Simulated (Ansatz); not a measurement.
# H$_{16}$In$_{5}$P$_{4}$ (In5P4 zinc blende off sphere) (charge −1): what the fields show

Input file:

```
crystal:
  periodic: [false, false, false]
  atoms:
    - {symbol: In, position_ang: [0.257653, -3.228367, -0.155535]}
    - {symbol: In, position_ang: [0.251352, -0.154891, -3.228074]}
    - {symbol: In, position_ang: [-2.815235, -0.006631, -0.000537]}
    - {symbol: In, position_ang: [0.251288, 0.153830, 3.228164]}
    - {symbol: In, position_ang: [0.241819, 3.228801, 0.158152]}
    - {symbol: P, position_ang: [-1.103167, -1.410790, -1.408115]}
    - {symbol: P, position_ang: [1.407456, -1.571208, 1.572301]}
    - {symbol: P, position_ang: [1.396729, 1.579371, -1.574048]}
    - {symbol: P, position_ang: [-1.110624, 1.403870, 1.409429]}
    - {symbol: H, position_ang: [1.553161, -3.875776, -1.142964]}
    - {symbol: H, position_ang: [-0.776201, -4.244639, 0.826028]}
    - {symbol: H, position_ang: [1.550596, -1.137555, -3.875178]}
    - {symbol: H, position_ang: [-0.786941, 0.821818, -4.244518]}
    - {symbol: H, position_ang: [-3.659189, -1.097016, 1.086290]}
    - {symbol: H, position_ang: [-3.660908, 1.080850, -1.088987]}
    - {symbol: H, position_ang: [-0.782930, -0.830667, 4.241017]}
    - {symbol: H, position_ang: [1.543023, 1.143479, 3.879888]}
    - {symbol: H, position_ang: [-0.798484, 4.240730, -0.820962]}
    - {symbol: H, position_ang: [1.535656, 3.882159, 1.143980]}
    - {symbol: H, position_ang: [-1.965816, -2.222716, -2.219334]}
    - {symbol: H, position_ang: [2.338341, -2.343308, 2.345616]}
    - {symbol: H, position_ang: [2.396949, -0.835391, 0.841677]}
    - {symbol: H, position_ang: [2.319197, 2.358643, -2.350802]}
    - {symbol: H, position_ang: [2.394637, 0.854355, -0.843600]}
    - {symbol: H, position_ang: [-1.978364, 2.211051, 2.220122]}
basis:
  gaussian: {orbitals: def2-TZVP, fitting: {mean_field: def2-universal-jkfit}, initial_orbitals: start.molden}
total_charge: -1
hamiltonian: {xc: pbe0, dispersion: d4}
scf: {omitted_lower_state_checks: [starts]}
output: {orbitals: {seedname: orbitals}}
```

Command:

```sh
ansatz run in.yaml --threads 2 --pin off --events-out ev --progress --plain --max-ram 32768MiB --backend cuda --devices 0, --max-vram 18GiB
```

Geometry: PBE-D4/def2-SVP; core potentials replace the inner electrons of In.

Level of theory: RKS PBE0-D4/def2-TZVP (Ansatz 0.2.0).

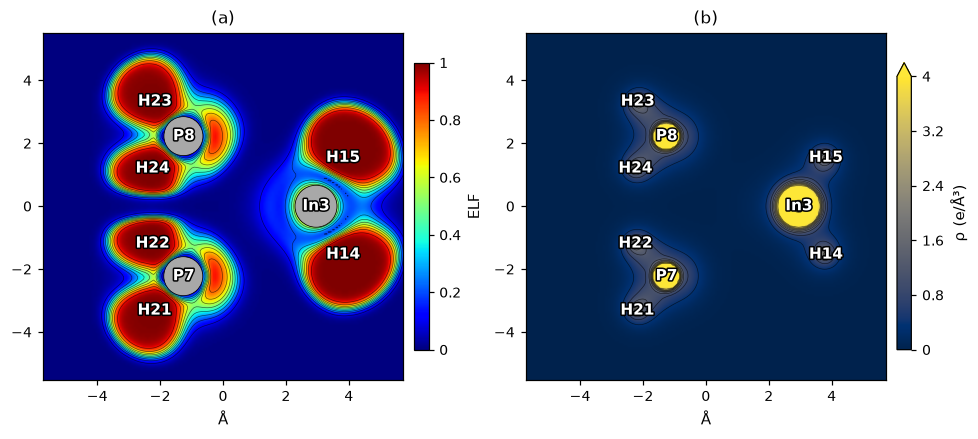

Figure 1. (a) electron localisation function; (b) electron density on the plane of atoms H23, P8 and H24. Grey discs cover the atomic cores in the ELF map.

What do the fields say about this system?

The plane passes through In, P and H nuclei.
P–H (1.43 Å): ρ is about 1.1 e/Å³ halfway; the ELF climbs to about 1 towards the hydrogen, as it does in any bond to H.
In–H (1.76 Å): ρ at the midpoint is about 1.1 e/Å³; the ELF climbs to about 1 towards the hydrogen.

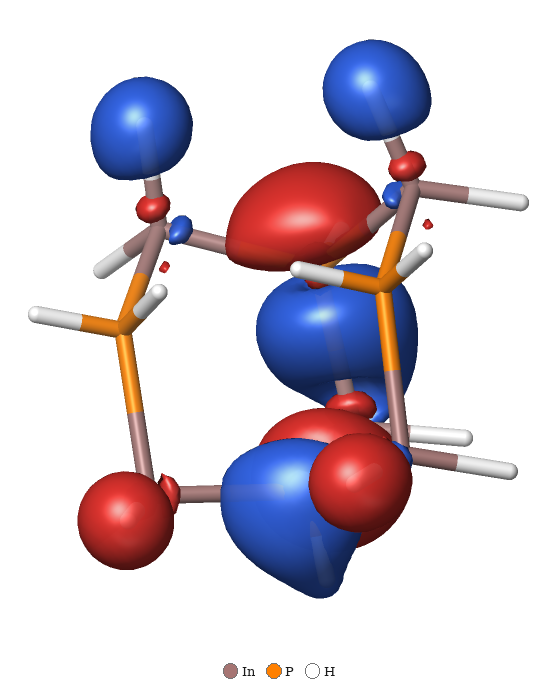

Figure 2. The HOMO−1 at ±0.08 Å⁻³ᐟ² (blue and red are the two phases), seen at a tilt.

Describe this orbital and give its energy.

By Hirshfeld shares it lies mainly on P6 (about 20 %), P9 (about 20 %) and In3 (about 15 %). Its energy is −4.06 eV.
